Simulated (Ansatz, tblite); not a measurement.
# SiCl(NHMe)3 (C₃H₁₂ClN₃Si): one state, many levels

How do method and basis change the picture of SiCl(NHMe)3 (C₃H₁₂ClN₃Si) (singlet)?

The runs use Ansatz 0.2.0, Gaussian basis; as each input shows.

The runs, in order: GFN1-xTB, GFN2-xTB, PBE-D4/def2-TZVP, r2SCAN-D4/def2-TZVP, CAM-B3LYP-D4/def2-TZVP, HSE06-D4/def2-TZVP, B2PLYP/def2-TZVP, PBE-D4/def2-SVP, PBE0-D4/def2-SVP, HF/STO-3G, HF/6-31G, B3LYP-D4/6-31G, CCSD(T)/def2-SVP, MP2/def2-TZVP, RPA/def2-TZVP.

3 further runs of the same task are left out: 1 that didn't finish, 2 set aside as unsound or not needed.

## Step 1: The geometry

The geometry is that of the singlet, from an earlier relaxation (r2SCAN-D4/def2-SVP).

20 atoms, charge 0, spin multiplicity 1.

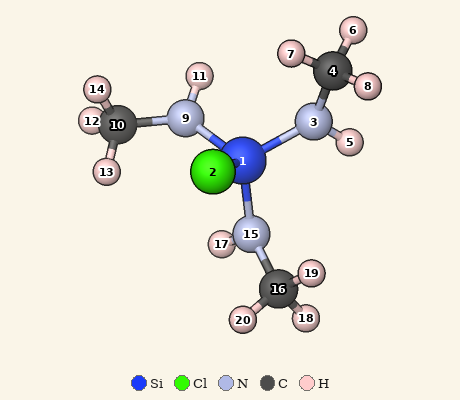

The structure; silicon blue, chlorine green, nitrogen light blue, carbon dark grey, hydrogen pink; atoms are numbered from 1 in the order of the file.

As a file:

```xyz
20

Si   -0.00980    0.01641    0.02673
Cl   -0.01055    0.03822    2.14259
N     1.62002   -0.03833   -0.49445
C     2.75322    0.63390    0.10862
H     1.85735   -0.77626   -1.15073
H     3.35948    1.17998   -0.63726
H     2.39760    1.36977    0.84589
H     3.42647   -0.05775    0.64948
N    -0.80284    1.43481   -0.52008
C    -1.97765    2.03781    0.07890
H    -0.24148    2.06867   -1.08138
H    -2.67047    2.43117   -0.68669
H    -2.52863    1.28049    0.65850
H    -1.73938    2.86279    0.77802
N    -0.84859   -1.37819   -0.51143
C    -0.75403   -2.69767    0.08279
H    -1.70084   -1.21049   -1.03847
H    -0.81259   -3.49218   -0.68265
H     0.21839   -2.80598    0.58957
H    -1.53565   -2.89714    0.84205
```

PBE0-D4/def2-TZVP was run before; its log isn't repeated, and its numbers join the tables.

## Step 2: GFN1-xTB

Tight binding, by tblite at 300 K electronic temperature and without a spin-polarisation term:

```python
tblite.interface.Calculator('GFN1-xTB', numbers, positions, charge=0, uhf=0).singlepoint()
```

Energy -779.7075 eV, HOMO -10.40 eV, LUMO -3.58 eV; 0.024 s.

## Step 3: GFN2-xTB

Tight binding, by tblite at 300 K electronic temperature and without a spin-polarisation term:

```python
tblite.interface.Calculator('GFN2-xTB', numbers, positions, charge=0, uhf=0).singlepoint()
```

Energy -752.9673 eV, HOMO -9.96 eV, LUMO -3.76 eV; 0.016 s.

## Step 4: PBE-D4/def2-TZVP

start.molden holds the orbitals of an earlier run on this state, given as this run's starting guess.

Input file in.yaml:

```yaml
crystal:
  periodic: [false, false, false]
  atoms:
    - {symbol: Si, position_ang: [-0.009802, 0.016411, 0.026726]}
    - {symbol: Cl, position_ang: [-0.010554, 0.038219, 2.142589]}
    - {symbol: N, position_ang: [1.620018, -0.038333, -0.494451]}
    - {symbol: C, position_ang: [2.753221, 0.633904, 0.108618]}
    - {symbol: H, position_ang: [1.857353, -0.776263, -1.150729]}
    - {symbol: H, position_ang: [3.359484, 1.179980, -0.637258]}
    - {symbol: H, position_ang: [2.397601, 1.369771, 0.845889]}
    - {symbol: H, position_ang: [3.426472, -0.057749, 0.649482]}
    - {symbol: N, position_ang: [-0.802839, 1.434814, -0.520082]}
    - {symbol: C, position_ang: [-1.977646, 2.037805, 0.078904]}
    - {symbol: H, position_ang: [-0.241482, 2.068671, -1.081383]}
    - {symbol: H, position_ang: [-2.670473, 2.431166, -0.686689]}
    - {symbol: H, position_ang: [-2.528626, 1.280493, 0.658502]}
    - {symbol: H, position_ang: [-1.739383, 2.862790, 0.778023]}
    - {symbol: N, position_ang: [-0.848593, -1.378193, -0.511427]}
    - {symbol: C, position_ang: [-0.754032, -2.697673, 0.082786]}
    - {symbol: H, position_ang: [-1.700840, -1.210488, -1.038470]}
    - {symbol: H, position_ang: [-0.812591, -3.492181, -0.682651]}
    - {symbol: H, position_ang: [0.218388, -2.805980, 0.589573]}
    - {symbol: H, position_ang: [-1.535654, -2.897142, 0.842046]}
basis:
  gaussian: {orbitals: def2-TZVP, initial_orbitals: start.molden}
hamiltonian: {xc: pbe, dispersion: d4}
scf: {omitted_lower_state_checks: [starts]}
output: {orbitals: {seedname: orbitals}}
```

Started as:

```bash
$ ansatz run in.yaml --threads 4 --pin off --events-out ev --progress --plain --max-ram 4787MiB
```

What it wrote:

```text
Functional definition: PBE
  name "PBE"
  cite "Perdew, Burke & Ernzerhof, Phys. Rev. Lett. 77, 3865 (1996) doi:10.1103/PhysRevLett.77.3865"
  parent pbe
  parameter kappa = 0.804
  parameter beta = 0.06672455060314922
  exchange = pbe_x(kappa = kappa, mu = beta*pi^2/3)
  correlation = pbe_c(beta = beta)
these checks for a lower state are left out or cut short: starts
2041 factors; their error is unknown
mean field evaluation 1: about -28165.0327 eV, gradient 1.4e1 eV
mean field evaluation 2: about -28165.2087 eV, gradient 2.0e-1 eV
mean field evaluation 4: about -28165.1542 eV, gradient 7.6e-4 eV
mean field -28165.15417504 eV, -1035.0503249057 hartree, gradient 1.7e-5 eV, S^2 0.000000; 0 other end points of the search recorded, 0 dependent functions left out
reference -28165.15423324 eV, -1035.0503270442 hartree; 41, 41 occupied and 291, 291 virtual orbitals, 2041 factors
Total energy: -28165.70798968 eV, -1035.0706772180 hartree
Checks for a lower state left out: starts
```

Wall time 4.3 s (4 threads of Intel Xeon at 2.70GHz, shared host).

From the report: HOMO -5.44 eV, LUMO -0.01 eV.

## Step 5: r2SCAN-D4/def2-TZVP

Edit in.yaml of step 4 so:

```diff
@@ -25,3 +25,3 @@
   gaussian: {orbitals: def2-TZVP, initial_orbitals: start.molden}
-hamiltonian: {xc: pbe, dispersion: d4}
+hamiltonian: {xc: r2scan, dispersion: d4}
 scf: {omitted_lower_state_checks: [starts]}
```

Launched as before.

What it wrote:

```text
Functional definition: r2SCAN
  name "r2SCAN"
  cite "Furness, Kaplan, Ning, Perdew & Sun, J. Phys. Chem. Lett. 11, 8208 (2020) doi:10.1021/acs.jpclett.0c02405"
  cite "Furness, Kaplan, Ning, Perdew & Sun, J. Phys. Chem. Lett. 11, 9248 (2020) doi:10.1021/acs.jpclett.0c03077"
  parent r2scan
  parameter k0 = 0.174
  parameter k1 = 0.065
  parameter a1 = 4.9479
  exchange = r2scan_x(k0 = k0, k1 = k1, a1 = a1)
  correlation = r2scan_c
these checks for a lower state are left out or cut short: starts
2041 factors; their error is unknown
mean field evaluation 1: about -28178.4591 eV, gradient 8.9e0 eV
mean field evaluation 2: about -28178.5152 eV, gradient 7.5e-2 eV
mean field evaluation 4: about -28178.4672 eV, gradient 4.2e-4 eV
mean field -28178.46722353 eV, -1035.5395704136 hartree, gradient 2.0e-5 eV, S^2 0.000000; 0 other end points of the search recorded, 0 dependent functions left out
reference -28178.46723984 eV, -1035.5395710130 hartree; 41, 41 occupied and 291, 291 virtual orbitals, 2041 factors
Total energy: -28178.61901482 eV, -1035.5451486406 hartree
Checks for a lower state left out: starts
```

Run time: 7 s. Hardware: 4 threads of Intel Xeon at 2.70GHz, shared host.

From the report: HOMO -5.71 eV, LUMO 0.63 eV.

## Step 6: CAM-B3LYP-D4/def2-TZVP

Edit in.yaml of step 5 so:

```diff
@@ -25,3 +25,3 @@
   gaussian: {orbitals: def2-TZVP, initial_orbitals: start.molden}
-hamiltonian: {xc: r2scan, dispersion: d4}
+hamiltonian: {xc: {name: CAM-B3LYP}, dispersion: d4}
 scf: {omitted_lower_state_checks: [starts]}
```

Same command.

What it wrote, shortened:

```text
Functional definition: CAM-B3LYP
  name "CAM-B3LYP"
  cite "Yanai, Tew & Handy, Chem. Phys. Lett. 393, 51 (2004) doi:10.1016/j.cplett.2004.06.011"
  cite "Iikura, Tsuneda, Yanai & Hirao, J. Chem. Phys. 115, 3540 (2001) doi:10.1063/1.1383587"
  cite "Becke, Phys. Rev. A 38, 3098 (1988) doi:10.1103/PhysRevA.38.3098"
  cite "Lee, Yang & Parr, Phys. Rev. B 37, 785 (1988) doi:10.1103/PhysRevB.37.785"
  cite "Vosko, Wilk & Nusair, Can. J. Phys. 58, 1200 (1980) doi:10.1139/p80-159"
[...]
  # Exact exchange under (alpha + beta erf(omega r))/r, Becke's under what is left of 1/r.
[...]
2057 factors; their error is unknown
594 factors; integrals over basis functions are off by at most 1.4e-5 eV
[...]
mean field -28181.27457879 eV, -1035.6427388165 hartree, gradient 2.1e-5 eV, S^2 0.000000; 0 other end points of the search recorded, 0 dependent functions left out
reference -28181.27476288 eV, -1035.6427455817 hartree; 41, 41 occupied and 291, 291 virtual orbitals, 2057 factors
Total energy: -28181.76051888 eV, -1035.6605967853 hartree
Checks for a lower state left out: starts
```

Run time: 12 s. Hardware: 4 threads of Intel Xeon at 2.70GHz, shared host; peak memory 1.4 GiB.

HOMO -8.23 eV, LUMO 1.60 eV.

## Step 7: HSE06-D4/def2-TZVP

Edit in.yaml of step 6 so:

```diff
@@ -25,3 +25,3 @@
   gaussian: {orbitals: def2-TZVP, initial_orbitals: start.molden}
-hamiltonian: {xc: {name: CAM-B3LYP}, dispersion: d4}
+hamiltonian: {xc: hse06, dispersion: d4}
 scf: {omitted_lower_state_checks: [starts]}
```

Same command.

What it wrote, shortened:

```text
Functional definition: HSE06
  name "HSE06"
  cite "Heyd, Scuseria & Ernzerhof, J. Chem. Phys. 118, 8207 (2003) doi:10.1063/1.1564060"
  cite "Krukau, Vydrov, Izmaylov & Scuseria, J. Chem. Phys. 125, 224106 (2006) doi:10.1063/1.2404663"
  cite "Heyd & Scuseria, J. Chem. Phys. 120, 7274 (2004) doi:10.1063/1.1668634"
  cite "Ernzerhof & Perdew, J. Chem. Phys. 109, 3313 (1998) doi:10.1063/1.476928"
  cite "Perdew, Burke & Ernzerhof, Phys. Rev. Lett. 77, 3865 (1996) doi:10.1103/PhysRevLett.77.3865"
  parent pbe
[...]
  # The whole range is PBE's own exchange, as in plane waves. The composition of these papers is wPBEh.
[...]
2069 factors; their error is unknown
152 factors; integrals over basis functions are off by at most 2.6e-7 eV
[...]
mean field -28167.06365533 eV, -1035.1204970118 hartree, gradient 1.5e-5 eV, S^2 0.000000; 0 other end points of the search recorded, 0 dependent functions left out
reference -28167.06371214 eV, -1035.1204990997 hartree; 41, 41 occupied and 291, 291 virtual orbitals, 2069 factors
Total energy: -28167.50897959 eV, -1035.1368623765 hartree
Checks for a lower state left out: starts
```

It took 8.5 s on 4 threads of Intel Xeon at 2.70GHz, shared host; peak memory 1.3 GiB.

From the report: HOMO -6.41 eV, LUMO 0.45 eV.

## Step 8: B2PLYP/def2-TZVP

Edit in.yaml of step 7 so:

```diff
@@ -25,4 +25,3 @@
   gaussian: {orbitals: def2-TZVP, initial_orbitals: start.molden}
-hamiltonian: {xc: hse06, dispersion: d4}
+hamiltonian: {xc: {name: B2PLYP}}
 scf: {omitted_lower_state_checks: [starts]}
-output: {orbitals: {seedname: orbitals}}
```

Launched as before.

What it wrote, shortened:

```text
Functional definition: B2PLYP
  name "B2PLYP"
  cite "Grimme, J. Chem. Phys. 124, 034108 (2006) doi:10.1063/1.2148954"
  cite "Becke, Phys. Rev. A 38, 3098 (1988) doi:10.1103/PhysRevA.38.3098"
  cite "Lee, Yang & Parr, Phys. Rev. B 37, 785 (1988) doi:10.1103/PhysRevB.37.785"
[...]
2218 factors; integrals over basis functions are off by at most 1.0e-3 eV
[...]
mean field -28158.01633555 eV, -1034.7880141424 hartree, gradient 1.3e-6 eV, S^2 0.000000; 0 other end points of the search recorded, 0 dependent functions left out
16 core orbitals not correlated: weight in the atoms' cores, before any rotation towards them, 1.000 or more for the frozen orbitals, at most 0.000 for the correlated occupied ones
reference -28158.01657271 eV, -1034.7880228580 hartree; 25, 25 occupied and 291, 291 virtual orbitals, 2218 factors
second order -47.22723662 eV of doubles, -0.00000000 eV of singles
Total energy: -28170.76792660 eV, -1035.2566264702 hartree
Checks for a lower state left out: starts
```

Run time: 17 s. Hardware: 4 threads of Intel Xeon at 2.70GHz, shared host; peak memory 1.3 GiB.

## Step 9: PBE-D4/def2-SVP

Edit in.yaml of step 8 so:

```diff
@@ -24,4 +24,5 @@
 basis:
-  gaussian: {orbitals: def2-TZVP, initial_orbitals: start.molden}
-hamiltonian: {xc: {name: B2PLYP}}
+  gaussian: {orbitals: def2-SVP, initial_orbitals: start.molden}
+hamiltonian: {xc: pbe, dispersion: d4}
 scf: {omitted_lower_state_checks: [starts]}
+output: {orbitals: {seedname: orbitals}}
```

Launched as before.

What it wrote:

```text
Functional definition: PBE
  name "PBE"
  cite "Perdew, Burke & Ernzerhof, Phys. Rev. Lett. 77, 3865 (1996) doi:10.1103/PhysRevLett.77.3865"
  parent pbe
  parameter kappa = 0.804
  parameter beta = 0.06672455060314922
  exchange = pbe_x(kappa = kappa, mu = beta*pi^2/3)
  correlation = pbe_c(beta = beta)
these checks for a lower state are left out or cut short: starts
2077 factors; their error is unknown
mean field evaluation 1: about -28148.6997 eV, gradient 1.2e1 eV
mean field evaluation 2: about -28149.0908 eV, gradient 3.0e-1 eV
mean field evaluation 4: about -28148.9666 eV, gradient 6.2e-4 eV
mean field -28148.96656766 eV, -1034.4554413066 hartree, gradient 1.3e-5 eV, S^2 0.000000; 0 other end points of the search recorded, 0 dependent functions left out
reference -28148.96661323 eV, -1034.4554429813 hartree; 41, 41 occupied and 139, 139 virtual orbitals, 2077 factors
Total energy: -28149.52036967 eV, -1034.4757931551 hartree
Checks for a lower state left out: starts
```

Wall time 2.2 s (4 threads of Intel Xeon at 2.70GHz, shared host).

From the report: HOMO -5.19 eV, LUMO 0.60 eV.

## Step 10: PBE0-D4/def2-SVP

Edit in.yaml of step 9 so:

```diff
@@ -25,3 +25,3 @@
   gaussian: {orbitals: def2-SVP, initial_orbitals: start.molden}
-hamiltonian: {xc: pbe, dispersion: d4}
+hamiltonian: {xc: pbe0, dispersion: d4}
 scf: {omitted_lower_state_checks: [starts]}
```

The command is unchanged.

What it wrote:

```text
Functional definition: PBE0
  name "PBE0"
  cite "Adamo & Barone, J. Chem. Phys. 110, 6158 (1999) doi:10.1063/1.478522"
  cite "Perdew, Burke & Ernzerhof, Phys. Rev. Lett. 77, 3865 (1996) doi:10.1103/PhysRevLett.77.3865"
  parent pbe
  parameter a = 0.25
  parameter kappa = 0.804
  parameter beta = 0.06672455060314922
  exchange = (1 - a)*pbe_x(kappa = kappa, mu = beta*pi^2/3) + a*exact_x
  correlation = pbe_c(beta = beta)
these checks for a lower state are left out or cut short: starts
2095 factors; their error is unknown
mean field evaluation 1: about -28151.6582 eV, gradient 9.4e0 eV
mean field evaluation 2: about -28151.9100 eV, gradient 1.9e-1 eV
mean field evaluation 4: about -28151.9780 eV, gradient 3.6e-4 eV
mean field -28151.97803438 eV, -1034.5661106673 hartree, gradient 2.5e-5 eV, S^2 0.000000; 0 other end points of the search recorded, 0 dependent functions left out
reference -28151.97807024 eV, -1034.5661119852 hartree; 41, 41 occupied and 139, 139 virtual orbitals, 2095 factors
Total energy: -28152.45455383 eV, -1034.5836224344 hartree
Checks for a lower state left out: starts
```

Wall time 3.7 s (4 threads of Intel Xeon at 2.70GHz, shared host); peak memory 0.68 GiB.

Report: HOMO -6.64 eV, LUMO 1.49 eV.

## Step 11: HF/STO-3G

Edit in.yaml of step 10 so:

```diff
@@ -24,4 +24,4 @@
 basis:
-  gaussian: {orbitals: def2-SVP, initial_orbitals: start.molden}
-hamiltonian: {xc: pbe0, dispersion: d4}
+  gaussian: {orbitals: STO-3G}
+hamiltonian: {xc: hf}
 scf: {omitted_lower_state_checks: [starts]}
```

Launched as before.

What it wrote:

```text
Functional definition: HF
  name "HF"
  cite "Fock, Z. Phys. 61, 126 (1930) doi:10.1007/BF01340294"
  parent pbe
  exchange = exact_x
  correlation = 0
these checks for a lower state are left out or cut short: starts
791 factors; integrals over basis functions are off by at most 3.7e-5 eV
mean field evaluation 1: about -27772.9018 eV, gradient 2.6e1 eV
mean field evaluation 2: about -27773.2683 eV, gradient 2.6e1 eV
mean field evaluation 4: about -27775.7210 eV, gradient 1.5e0 eV
mean field evaluation 8: about -27775.7307 eV, gradient 3.2e-2 eV
mean field -27775.73065623 eV, -1020.7392745501 hartree, gradient 8.1e-5 eV, S^2 0.000000; 0 other end points of the search recorded, 0 dependent functions left out
reference -27775.73065623 eV, -1020.7392745501 hartree; 41, 41 occupied and 19, 19 virtual orbitals, 791 factors
Total energy: -27775.73065623 eV, -1020.7392745501 hartree
Checks for a lower state left out: starts
```

It took 0.6 s on 4 threads of Intel Xeon at 2.70GHz, shared host.

Report: HOMO -8.08 eV, LUMO 9.80 eV.

(Part 1 of 2 ends here.)
